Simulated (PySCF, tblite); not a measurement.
# C₇H₁₂O₂Si: geometry, infrared bands, NMR shifts and electronic excitations

Aim: predict the infrared bands, NMR shifts and electronic excitations of C₇H₁₂O₂Si (`C[Si](C)(C)Oc1ccoc1`).

Programs: tblite 0.8.0 and PySCF 2.14.0, with density-fitted response routines of our own. Each step states its level of theory. These are calculated values for one molecule in the gas phase, unless marked as measured. Atoms are numbered from 0 throughout.

## 1. The molecule as given

22 atoms, charge 0, multiplicity 1; geometry from: force field or distance geometry start.

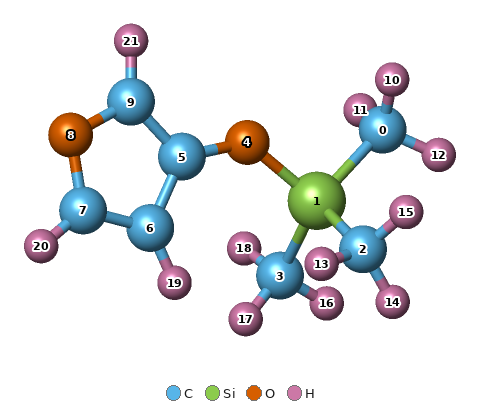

As it starts; carbon blue, silicon green, oxygen orange, hydrogen pink, atoms numbered; sticks join atoms by distance.

## 2. Geometry optimisation with GFN2-xTB

The job: settings as JSON, then the geometry in Å.

```
{"job": {"kind": "relax", "xc": "GFN2-xTB", "basis": "xTB"}, "charge": 0, "multiplicity": 1}
C     -2.406500     0.095600     1.533900
Si    -1.150000     0.083600     0.116900
C     -1.171300     1.687200    -0.895000
C     -1.400600    -1.418100    -1.028700
O      0.260000    -0.043600     0.983900
C      1.535700    -0.117600     0.580800
C      2.060000    -0.183000    -0.742900
C      3.416500    -0.245200    -0.597100
O      3.767700    -0.228900     0.691900
C      2.622800    -0.145600     1.417500
H     -2.122900     0.786400     2.316600
H     -2.530300    -0.884800     1.988000
H     -3.394400     0.405900     1.179900
H     -0.194000     1.928600    -1.300600
H     -1.871800     1.632500    -1.733200
H     -1.494200     2.536600    -0.278000
H     -2.417300    -1.468500    -1.388800
H     -0.741800    -1.408200    -1.883600
H     -1.204400    -2.349800    -0.482700
H      1.499200    -0.187800    -1.641200
H      4.195800    -0.305200    -1.320600
H      2.710700    -0.112100     2.480500
```

Launch:

```sh
OMP_NUM_THREADS=1 python probes_run.py task.json out
```

This one command runs all jobs of the session in turn.

**Question.** This job is followed by: GFN2-xTB harmonic vibrations, gas phase; PBE0-D3(BJ)/def2-SVP geometry optimisation, gas phase; GIAO PBE0/pcSseg-1 NMR shielding, non-relativistic, gas phase; TDDFT CAM-B3LYP/def2-SVPD, vertical, gas phase, core orbitals frozen in the response; GIAO KT3/pcSseg-1 NMR shielding, non-relativistic, gas phase. Predict these results of the whole session: strongest single infrared mode (GFN2-xTB); zero-point energy (GFN2-xTB); point group; rotational constants (main isotopes); 13C shifts against TMS (PBE0/pcSseg-1, means over atoms taken as alike); 1H shifts against TMS (PBE0/pcSseg-1, means over atoms taken as alike); 29Si shifts against TMS (PBE0/pcSseg-1); 17O shifts against H2O (PBE0/pcSseg-1); lowest singlet (CAM-B3LYP/def2-SVPD); brightest single state of those computed; lowest triplet; vertical ionisation energy (ΔSCF); range of the shift of O8.

As calculated:

| quantity | value |
| --- | --- |
| strongest single infrared mode (GFN2-xTB) | 1259 cm⁻¹, 364 km/mol |
| zero-point energy (GFN2-xTB) | 109.0 kcal/mol |
| point group | C1 |
| rotational constants (main isotopes) | 2.36, 0.64, 0.60 GHz |
| 13C shifts against TMS (PBE0/pcSseg-1, means over atoms taken as alike) | 150.7, 144.2, 132.0, 108.5, -0.1 ppm |
| 1H shifts against TMS (PBE0/pcSseg-1, means over atoms taken as alike) | 7.25, 7.11, 6.14, 0.27 ppm |
| 29Si shifts against TMS (PBE0/pcSseg-1) | 26.1 ppm |
| 17O shifts against H2O (PBE0/pcSseg-1) | 276.8, 89.8 ppm |
| lowest singlet (CAM-B3LYP/def2-SVPD) | 5.84 eV (212 nm), f = 0.109 |
| brightest single state of those computed | state 7, 7.26 eV, f = 0.216 |
| lowest triplet | 3.85 eV |
| vertical ionisation energy (ΔSCF) | 8.08 eV |
| range of the shift of O8 | 263.3 to 276.8 ppm |

Relaxing lowered the energy by 0.030 eV in 59 steps; the close pair that moved most is Si1–O4, from 1.660 to 1.647 Å (GFN2-xTB). No mode is imaginary among the 60: a minimum at this level. The strongest single mode, at 1259 cm⁻¹, has its largest shares on C7, O8, H20 and C5 (the list is cut at 4 atoms). GFN2-xTB is a fitted tight-binding method: band positions and strengths are rough. Its intensities can rank the bands wrongly. Relaxing lowered the energy by 0.142 eV in 10 steps; the close pair that moved most is Si1–O4, from 1.647 to 1.694 Å (PBE0/def2-SVP). At PBE0/pcSseg-1: The widest tensor belongs to O8: span 363 ppm, with a paramagnetic part of -340 ppm. NICS(1)zz of -24 ppm above the planar ring from C5 marks a diatropic (aromatic) ring current. The lowest singlet, at 5.84 eV, is HOMO→LUMO+1 0.96 and is bright; of the 10 states computed, the strongest absorption comes from state 7 at 7.26 eV. The lowest triplet lies 1.99 eV below the lowest singlet (triplets in Tamm-Dancoff, singlets in full TDDFT). The orbital energy would give 7.39 eV for ionisation, ΔSCF gives 8.08 eV. In ppm, O8 moves most: its shift spreads over 13.5 ppm, from 263.3 (KT3/pcSseg-1) to 276.8 (PBE0/pcSseg-1). Part of that comes from the computed reference.
